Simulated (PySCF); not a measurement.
# C5H8NOSi (SMILES N#C[C@H]1CCC[Si]1O) (doublet): what the fields show

Input file:

```
{"job": {"kind": "epr", "basis": "pcH-1"}, "charge": 0, "multiplicity": 2}
N      1.055326     2.479678    -1.127741
C      0.538573     1.906579    -0.277962
C     -0.011483     1.090894     0.750757
C     -1.304627     0.409284     0.289918
C     -0.938229    -0.738768    -0.650482
C      0.079781    -1.642734     0.046340
Si     1.218962    -0.413230     0.979681
O      2.663396    -0.144312     0.292140
H     -0.172148     1.699553     1.640856
H     -1.823460     0.012185     1.165209
H     -1.968777     1.120113    -0.207479
H     -1.831146    -1.297882    -0.936542
H     -0.499477    -0.320763    -1.560821
H      0.622657    -2.256057    -0.671341
H     -0.435004    -2.320750     0.725955
H      2.798057     0.425153    -0.469897
```

Launched as:

```sh
OMP_NUM_THREADS=1 python probes_run.py task.json out
```

Geometry: GFN2-xTB.

These are results of PySCF 2.14.0, density-fitted response routines, UKS B3LYP, pcH-1 on C H N O Si, non-relativistic, mean-field spin-orbit, GIAO, not measurements.

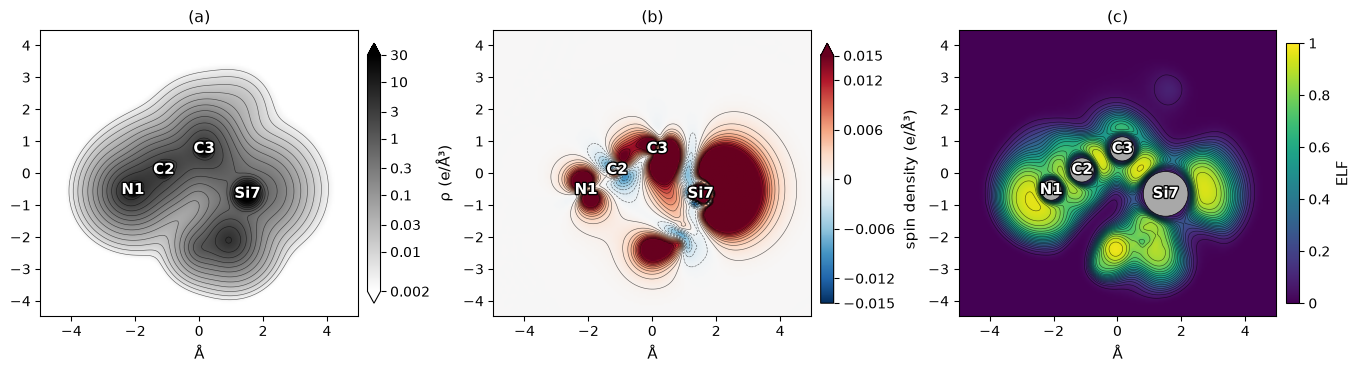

Figure 1. (a) total electron density; (b) spin density (α minus β); (c) ELF on the plane of atoms C2, C3 and Si7. Grey discs cover the atomic cores in the ELF map.

> Read the bonding off the picture.

The section cuts through N, C and Si sites.
C–N (1.15 Å): ρ is about 3.6 e/Å³ halfway; the ELF peaks at about 0.85 between the atoms; a multiple bond.
C–C (1.42 Å): ρ at the midpoint is about 1.9 e/Å³; the ELF peaks at about 0.95 between the atoms; localised, covalent bonding.
The ELF also peaks beside O8, N1 and Si7, away from the bonds: non-bonding electrons, paired or unpaired.
The unpaired spin (1 electron) lies mostly on Si7 (about 0.7) and C6 (about 0.1), in electrons by Hirshfeld's partition.

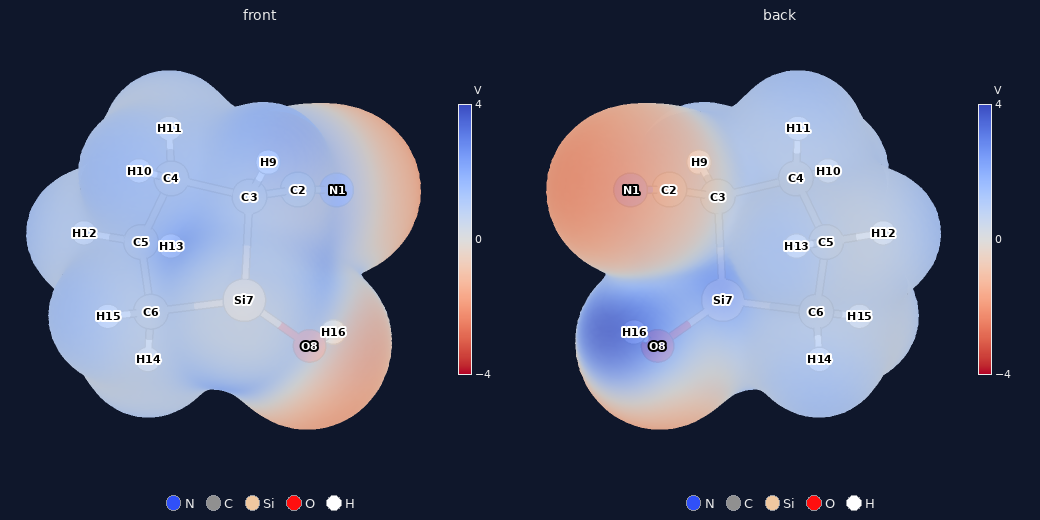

Figure 2. The molecular electrostatic potential painted on the density surface at 0.004 e/bohr³, seen from the front and from behind; the colour scale runs from red (negative) to blue (positive).

> Where is the surface potential most negative and most positive?

The most negative region (about −2.0 V) lies over N1, the most positive (about +3.0 V) over H16. N1 is the likeliest acceptor of a hydrogen bond.
